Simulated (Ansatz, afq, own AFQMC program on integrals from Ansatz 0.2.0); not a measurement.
# BH3− (doublet): AFQMC on the coupled-cluster ladder at distance B1–H4 = 4.033 Å, aug-cc-pVDZ, part 1 of 2

How near does AFQMC come to the top of the ladder for BH3− (doublet)?

Program: Ansatz 0.2.0, Gaussian basis, and an in-house AFQMC program (afq) on its integrals; all values are calculated. Level of theory: aug-cc-pVDZ, frozen cores. These are calculated values, not measurements.

The runs, in order: PBE (unrestricted); r2SCAN (unrestricted); PBE0 (unrestricted); B3LYP (unrestricted); wB97M-V (unrestricted); B2PLYP (unrestricted); CCSD(T) on UHF; CCSDT(Q) on UHF; Phaseless AFQMC, CISD trial on UHF; CCSD(T) on ROHF; CCSDT(Q) on ROHF.

1 further run of the same task is left out (it didn't finish).

### 1 The system

The geometry derives from a PBE0/def2-TZVPD stationary point (not a proven minimum). One bond is set to the value named and the two fragments are kept rigid.

4 atoms, charge -1, spin multiplicity 2.

Atoms are counted from 1 here; the program's logs count them from 0.

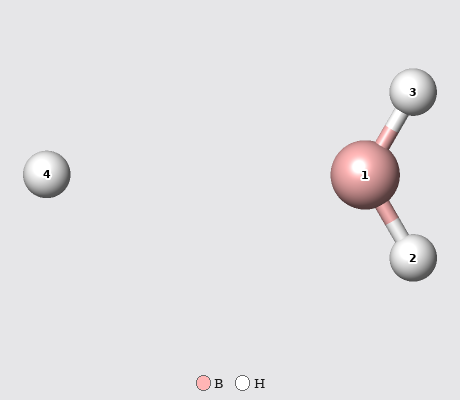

The geometry (boron pink, hydrogen white); atoms are numbered from 1 in the order of the file.

### 2 PBE (unrestricted)

in.yaml

```yaml
crystal:
  periodic: [false, false, false]
  atoms:
    - {symbol: B, position_ang: [0.100481, 0.178965, -0.000056]}
    - {symbol: H, position_ang: [1.316255, 0.193562, 0.003177]}
    - {symbol: H, position_ang: [-0.520042, 1.224559, -0.003623]}
    - {symbol: H, position_ang: [-1.873953, -3.337667, 0.001049]}
basis:
  gaussian: {orbitals: aug-cc-pVDZ}
total_charge: -1
magnetization: {spin_polarized: true, initial_magnetization: 1}
hamiltonian: {xc: {name: PBE}}
output: {orbitals: {seedname: orbitals}}
```

Command:

```
$ ansatz run in.yaml --threads 1 --pin off --events-out ev --progress --plain --max-ram 1843MiB
```

Log:

```text
Functional definition: PBE
  name "PBE"
  cite "Perdew, Burke & Ernzerhof, Phys. Rev. Lett. 77, 3865 (1996) doi:10.1103/PhysRevLett.77.3865"
  parent pbe
  parameter kappa = 0.804
  parameter beta = 0.06672455060314922
  exchange = pbe_x(kappa = kappa, mu = beta*pi^2/3)
  correlation = pbe_c(beta = beta)
399 factors; their error is unknown
mean field evaluation 1: about -716.3115 eV, gradient 1.1e1 eV
mean field evaluation 2: about -696.5180 eV, gradient 2.8e1 eV
mean field evaluation 4: about -717.4011 eV, gradient 8.2e0 eV
mean field evaluation 8: about -717.7174 eV, gradient 6.1e0 eV
mean field evaluation 16: about -718.7326 eV, gradient 1.6e-3 eV
mean field evaluation 32: about -715.8328 eV, gradient 1.3e1 eV
mean field evaluation 64: about -716.1264 eV, gradient 3.8e-1 eV
mean field evaluation 96: about -718.2035 eV, gradient 3.9e-1 eV
mean field evaluation 128: about -718.1886 eV, gradient 3.7e0 eV
mean field -718.79293959 eV, -26.4151533147 hartree, gradient 9.0e-6 eV, S^2 1.175650; 17 other end points of the search recorded, 0 dependent functions left out
reference -718.79300119 eV, -26.4151555782 hartree; 5, 4 occupied and 45, 46 virtual orbitals, 399 factors
Total energy: -718.79300119 eV, -26.4151555782 hartree
```

Run time: 8 s. Hardware: 1 thread of Arm Neoverse V1, shared host.

From the report: ⟨S²⟩ of the determinant 1.176 (pure doublet: 0.75).

### 3 r2SCAN (unrestricted)

Edit in.yaml of step 2 so:

```diff
@@ -11,3 +11,2 @@
 magnetization: {spin_polarized: true, initial_magnetization: 1}
-hamiltonian: {xc: {name: PBE}}
-output: {orbitals: {seedname: orbitals}}
+hamiltonian: {xc: {name: r2SCAN}}
```

The command is unchanged.

Log, cut to the lines that bear on the results:

```text
Functional definition: r2SCAN
  name "r2SCAN"
  cite "Furness, Kaplan, Ning, Perdew & Sun, J. Phys. Chem. Lett. 11, 8208 (2020) doi:10.1021/acs.jpclett.0c02405"
  cite "Furness, Kaplan, Ning, Perdew & Sun, J. Phys. Chem. Lett. 11, 9248 (2020) doi:10.1021/acs.jpclett.0c03077"
  parent r2scan
[...]
399 factors; their error is unknown
[...]
mean field -719.63742989 eV, -26.4461877606 hartree, gradient 6.8e-6 eV, S^2 1.255825; 14 other end points of the search recorded, 0 dependent functions left out
reference -719.63748490 eV, -26.4461897822 hartree; 5, 4 occupied and 45, 46 virtual orbitals, 399 factors
Total energy: -719.63748490 eV, -26.4461897822 hartree
```

Wall time 11 s (1 thread of Arm Neoverse V1, shared host).

From the report: ⟨S²⟩ of the determinant 1.256 (pure doublet: 0.75). The determinant is far from a pure spin state, so its energy mixes those of several spin states (harmless only where they are near-degenerate, as at dissociation).

### 4 PBE0 (unrestricted)

Edit in.yaml of step 3 so:

```diff
@@ -11,2 +11,3 @@
 magnetization: {spin_polarized: true, initial_magnetization: 1}
-hamiltonian: {xc: {name: r2SCAN}}
+hamiltonian: {xc: {name: PBE0}}
+output: {orbitals: {seedname: orbitals}}
```

Launched as before.

Log, cut to the lines that bear on the results:

```text
Functional definition: PBE0
  name "PBE0"
  cite "Adamo & Barone, J. Chem. Phys. 110, 6158 (1999) doi:10.1063/1.478522"
  cite "Perdew, Burke & Ernzerhof, Phys. Rev. Lett. 77, 3865 (1996) doi:10.1103/PhysRevLett.77.3865"
  parent pbe
[...]
399 factors; their error is unknown
[...]
mean field -718.80217442 eV, -26.4154926882 hartree, gradient 2.1e-5 eV, S^2 0.952473; 9 other end points of the search recorded, 0 dependent functions left out
reference -718.80222131 eV, -26.4154944113 hartree; 5, 4 occupied and 45, 46 virtual orbitals, 399 factors
Total energy: -718.80222131 eV, -26.4154944113 hartree
```

It took 3.9 s on 1 thread of Arm Neoverse V1, shared host.

From the report: ⟨S²⟩ of the determinant 0.952 (pure doublet: 0.75).

### 5 B3LYP (unrestricted)

Edit in.yaml of step 4 so:

```diff
@@ -11,3 +11,2 @@
 magnetization: {spin_polarized: true, initial_magnetization: 1}
-hamiltonian: {xc: {name: PBE0}}
-output: {orbitals: {seedname: orbitals}}
+hamiltonian: {xc: {name: B3LYP}}
```

Same command.

Log, cut to the lines that bear on the results:

```text
Functional definition: B3LYP
  name "B3LYP"
  cite "Stephens, Devlin, Chabalowski & Frisch, J. Phys. Chem. 98, 11623 (1994) doi:10.1021/j100096a001"
  cite "Becke, Phys. Rev. A 38, 3098 (1988) doi:10.1103/PhysRevA.38.3098"
  cite "Lee, Yang & Parr, Phys. Rev. B 37, 785 (1988) doi:10.1103/PhysRevB.37.785"
  cite "Vosko, Wilk & Nusair, Can. J. Phys. 58, 1200 (1980) doi:10.1139/p80-159"
[...]
399 factors; their error is unknown
[...]
mean field -720.52741761 eV, -26.4788942061 hartree, gradient 1.9e-6 eV, S^2 0.866539; 11 other end points of the search recorded, 0 dependent functions left out
reference -720.52767790 eV, -26.4789037717 hartree; 5, 4 occupied and 45, 46 virtual orbitals, 399 factors
Total energy: -720.52767790 eV, -26.4789037717 hartree
```

It took 4.8 s on 1 thread of Arm Neoverse V1, shared host.

From the report: ⟨S²⟩ of the determinant 0.867 (pure doublet: 0.75).

### 6 wB97M-V (unrestricted)

Edit in.yaml of step 5 so:

```diff
@@ -11,2 +11,3 @@
 magnetization: {spin_polarized: true, initial_magnetization: 1}
-hamiltonian: {xc: {name: B3LYP}}
+hamiltonian: {xc: {name: wB97M-V}}
+output: {orbitals: {seedname: orbitals}}
```

The command is unchanged.

Log, cut to the lines that bear on the results:

```text
Functional definition: wB97M-V
  name "wB97M-V"
  cite "Mardirossian & Head-Gordon, J. Chem. Phys. 144, 214110 (2016) doi:10.1063/1.4952647"
  cite "Becke, J. Chem. Phys. 107, 8554 (1997) doi:10.1063/1.475007"
  cite "Vydrov & Van Voorhis, J. Chem. Phys. 133, 244103 (2010) doi:10.1063/1.3521275"
  # Of w^i u^j: cxij and so on, Table III.
[...]
  gx(w, u) = 1 - cx + cx01*u + cx10*w
  gss(w, u) = css00 + css04*u^4 + css10*w + css20*w^2 + css43*w^4*u^3
  gos(w, u) = cos00 + cos10*w + (cos20 + cos21*u)*w^2 + (cos60 + cos61*u)*w^6
[...]
      + integral(e_c_pw_mod_opposite_spin*gos(b97_w_opposite, b97_u_opposite)) + vv10(b, c)
399 factors; their error is unknown
238 factors; integrals over basis functions are off by at most 5.2e-5 eV
[...]
mean field -719.00074188 eV, -26.4227899080 hartree, gradient 2.4e-5 eV, S^2 0.766633; 5 other end points of the search recorded, 0 dependent functions left out
reference -719.00081195 eV, -26.4227924830 hartree; 5, 4 occupied and 45, 46 virtual orbitals, 399 factors
Total energy: -719.00081195 eV, -26.4227924830 hartree
```

Wall time 7 s (1 thread of Arm Neoverse V1, shared host).

From the report: ⟨S²⟩ of the determinant 0.767 (pure doublet: 0.75).

### 7 B2PLYP (unrestricted)

Edit in.yaml of step 6 so:

```diff
@@ -11,3 +11,3 @@
 magnetization: {spin_polarized: true, initial_magnetization: 1}
-hamiltonian: {xc: {name: wB97M-V}}
-output: {orbitals: {seedname: orbitals}}
+hamiltonian: {xc: {name: B2PLYP}}
+correlation: {electrons: outside_noble_gas}
```

Same command.

Log, cut to the lines that bear on the results:

```text
Functional definition: B2PLYP
  name "B2PLYP"
  cite "Grimme, J. Chem. Phys. 124, 034108 (2006) doi:10.1063/1.2148954"
  cite "Becke, Phys. Rev. A 38, 3098 (1988) doi:10.1103/PhysRevA.38.3098"
  cite "Lee, Yang & Parr, Phys. Rev. B 37, 785 (1988) doi:10.1103/PhysRevB.37.785"
[...]
479 factors; integrals over basis functions are off by at most 7.8e-4 eV
[...]
mean field -717.97306814 eV, -26.3850235944 hartree, gradient 8.1e-7 eV, S^2 0.838172; 8 other end points of the search recorded, 0 dependent functions left out
1 core orbitals not correlated: weight in the atoms' cores, before any rotation towards them, 1.000 or more for the frozen orbitals, at most 0.000 for the correlated occupied ones
reference -717.97323983 eV, -26.3850299041 hartree; 4, 3 occupied and 45, 46 virtual orbitals, 479 factors
second order -3.36258177 eV of doubles, -0.00000000 eV of singles
Total energy: -718.88113691 eV, -26.4183945063 hartree
```

Run time: 4.3 s. Hardware: 1 thread of Arm Neoverse V1, shared host.

From the report: ⟨S²⟩ of the determinant 0.838 (pure doublet: 0.75).

### 8 CCSD(T) on UHF

Edit in.yaml of step 7 so:

```diff
@@ -11,3 +11,2 @@
 magnetization: {spin_polarized: true, initial_magnetization: 1}
-hamiltonian: {xc: {name: B2PLYP}}
-correlation: {electrons: outside_noble_gas}
+correlation: {method: ccsd_t, electrons: outside_noble_gas, hamiltonian_folder: ham}
```

The command is unchanged.

Log, cut to the lines that bear on the results:

```text
Functional definition: HF
  name "HF"
  cite "Fock, Z. Phys. 61, 126 (1930) doi:10.1007/BF01340294"
  parent pbe
[...]
479 factors; integrals over basis functions are off by at most 7.8e-4 eV
[...]
mean field -713.98869307 eV, -26.2386005114 hartree, gradient 1.7e-6 eV, S^2 1.008150; 28 other end points of the search recorded, 0 dependent functions left out
determinant -713.98869307 eV, -26.2386005114 hartree, with singles and doubles -717.45751592 eV, -26.3660773998 hartree
determinant -713.98782468 eV, -26.2385685987 hartree, with singles and doubles -716.98379882 eV, -26.3486686177 hartree
determinant -713.48804879 eV, -26.2202021734 hartree, with singles and doubles -716.64458763 eV, -26.3362028361 hartree
determinant -713.46050181 eV, -26.2191898406 hartree, with singles and doubles -716.56643177 eV, -26.3333306613 hartree
[...]
determinant -711.23951707 eV, -26.1375701570 hartree, with singles and doubles -713.91534406 eV, -26.2359049851 hartree
determinant -711.11763363 eV, -26.1330910229 hartree, with singles and doubles -714.73401768 eV, -26.2659906855 hartree
determinant -713.98869307 eV, -26.2386005114 hartree, with singles and doubles -717.44723126 eV, -26.3656994457 hartree
determinant -713.98782468 eV, -26.2385685987 hartree, with singles and doubles -717.00016871 eV, -26.3492701999 hartree
1 core orbitals not correlated: weight in the atoms' cores, before any rotation towards them, 1.000 or more for the frozen orbitals, at most 0.000 for the correlated occupied ones
reference -713.98869307 eV, -26.2386005114 hartree; 4, 3 occupied and 45, 46 virtual orbitals, 479 factors
second order -2.42462730 eV of doubles, -0.00000000 eV of singles
cycle   1  -3.45853846 eV  change   -2.7e-7 eV  update   5.2e-6
perturbative correction -0.05823800 eV, -0.0021402069 hartree
Total energy: -717.50546953 eV, -26.3678396625 hartree
```

Wall time 9.5 s (1 thread of Arm Neoverse V1, shared host).

From the report: ⟨S²⟩ of the determinant 1.008 (pure doublet: 0.75); correlation -3.5168 eV; T1 0.073; largest double amplitude 0.13.

This run also writes the integrals to the folder ham.

(Continued in part 2 of 2.)
